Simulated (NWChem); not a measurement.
**MgNH3 (SMILES [NH2][MgH]) at SVWN5/def2-TZVP**

Aim: the vertical ionisation energy of MgNH3 at SVWN5/def2-TZVP, from 2 runs. 

The calculation is run with NWChem 7.3.0.

15 further runs of the same task are left out: 2 that didn't finish, 13 set aside as unsound or not needed.

## (1) Starting point

MgNH3: 5 atoms, total charge 0, spin state singlet. SMILES: `[NH2][MgH]`. The shape is that of a PBE0-D4/def2-TZVP optimisation.

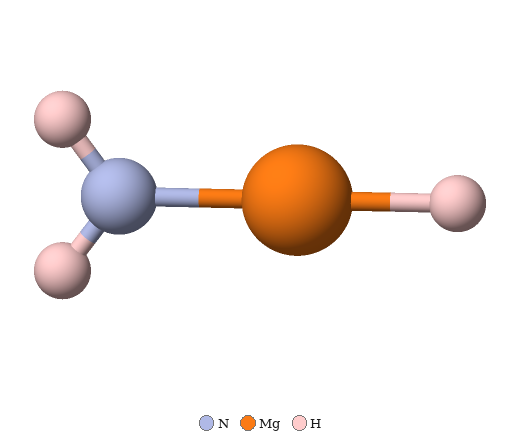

The structure, seen from a chosen angle (nitrogen light blue, magnesium orange, hydrogen pink).

## (2) The energy at SVWN5/def2-TZVP

sp.nw reads:

```
start sp
title "H3MgN SVWN5"
memory stack 880 mb heap 220 mb global 1100 mb

geometry units angstrom noautosym nocenter noautoz
N       -0.186700      -0.836100       0.120700
Mg       0.247800       0.979200      -0.164300
H       -0.873300      -1.376600      -0.384500
H        0.223400      -1.451800       0.807300
H        0.638700       2.611700      -0.420500
end

basis spherical bse
* library def2-TZVP
end

dft
xc slater vwn_5
grid fine
convergence energy 0.01
iterations 100
mulliken
noprint "final vectors analysis"
end

task dft
```

Started as:

```
$ nwchem sp.nw > sp.out
```

Log:

```text
[...]
          Wavefunction type:  closed shell.
          No. of atoms     :     5
          No. of electrons :    22
[...]
          Charge           :     0
          Spin multiplicity:     1
[...]
          AO basis - number of functions:    81
[...]
              XC Information
              --------------
                        Slater Exchange Functional  1.000 local
                      VWN V Correlation Functional  1.000 local
[...]
 d= 0,ls=0.0,diis     1   -255.1576797160 -2.96D+02  1.63D-02  1.12D+00     0.8
[...]
 d= 0,ls=0.0,diis     9   -255.2341570192 -1.08D-06  6.47D-06  9.13D-07     4.9
         Total DFT energy =     -255.234157019247
      One electron energy =     -437.645920710367
           Coulomb energy =      164.391242043854
    Exchange-Corr. energy =      -23.058632170408
 Nuclear repulsion energy =       41.079153817673
[...]
      Total Density - Mulliken Population Analysis
     ---------------------------------------------
    Atom       Charge   Shell Charges
 -----------   ------   -------------------------------------------------------
    1 N    7     7.86   0.81  1.16  0.54  0.78  0.26  1.58  1.58  1.15  0.00  0.00  0.00
    2 Mg  12    11.56   2.00  0.68  1.30  0.74  0.18  5.10  0.88  0.31  0.21  0.00  0.07  0.08
    3 H    1     0.76   0.26  0.40  0.06  0.04
    4 H    1     0.76   0.26  0.40  0.06  0.04
    5 H    1     1.06   0.21  0.54  0.31  0.00
[...]
```

It took 6 s on 1 thread of Intel Xeon Platinum 8488C (Sapphire Rapids), shared host; peak memory 0.11 GiB.

## (3) The doublet cation at the same level

geom.xyz reads:

```xyz
5
H3MgN
N     -0.186700    -0.836100     0.120700
Mg     0.247800     0.979200    -0.164300
H     -0.873300    -1.376600    -0.384500
H      0.223400    -1.451800     0.807300
H      0.638700     2.611700    -0.420500
```

geom.nw reads:

```
start geom
title "H3MgN"
memory total 2200 mb
charge 1

geometry units angstrom noautosym nocenter noautoz
   load format xyz geom.xyz
end

basis "ao basis" spherical bse
   * library def2-TZVP
end

dft
   xc slater vwn_5
   mult 2
   grid fine
   convergence energy 0.01
   iterations 100
   mulliken
   noprint "final vectors analysis"
end

task dft
```

Started as:

```
$ nwchem geom.nw > geom.out
```

Log:

```text
[...]
          Wavefunction type:  spin polarized.
          No. of atoms     :     5
          No. of electrons :    21
[...]
          Charge           :     1
          Spin multiplicity:     2
[...]
          AO basis - number of functions:    81
[...]
              XC Information
              --------------
                        Slater Exchange Functional  1.000 local
                      VWN V Correlation Functional  1.000 local
[...]
 d= 0,ls=0.0,diis     1   -254.4773052063 -2.96D+02  2.07D-02  1.24D+00     1.0
[...]
 d= 0,ls=0.5,diis    18   -254.8927563040 -7.66D-07  8.58D-06  3.78D-07    11.3
[...]
         Total DFT energy =     -254.892756717137
      One electron energy =     -431.323715025728
           Coulomb energy =      158.137649138373
    Exchange-Corr. energy =      -22.785844647455
 Nuclear repulsion energy =       41.079153817673
[...]
      Total Density - Mulliken Population Analysis
     ---------------------------------------------
    Atom       Charge   Shell Charges
 -----------   ------   -------------------------------------------------------
    1 N    7     7.33   0.81  1.16  0.57  0.88  0.18  1.52  1.52  0.69  0.00  0.00  0.00
    2 Mg  12    11.41   2.00  0.68  1.30  0.89  0.13  5.10  0.88  0.27  0.06  0.00  0.07  0.04
    3 H    1     0.66   0.26  0.36  0.01  0.04
    4 H    1     0.66   0.26  0.36  0.01  0.04
    5 H    1     0.95   0.20  0.53  0.21  0.00
[...]
      <S2> =      0.7523 (Exact =     0.7500)
[...]
```

Run time: 13 s. Hardware: 1 thread of Intel Xeon Platinum 8488C (Sapphire Rapids), shared host; peak memory 0.11 GiB.

## (4) Outcome

At SVWN5/def2-TZVP:

```
                                          quantity          value
                       singlet MgNH3: total energy  -255.23416 Eh
                      singlet MgNH3: dipole moment         0.84 D
                      doublet cation: total energy  -254.89276 Eh
                              doublet cation: ⟨S²⟩          0.752
vertical ionisation energy (to the doublet cation)       9.290 eV
```

What this shows: The vertical ionisation energy comes to 9.29 eV (896 kJ/mol). Mulliken charges (singlet MgNH3) run from -0.86 on N1 to +0.44 on Mg2; they depend strongly on the basis. Mulliken charges (doublet cation) run from -0.33 on N1 to +0.59 on Mg2.
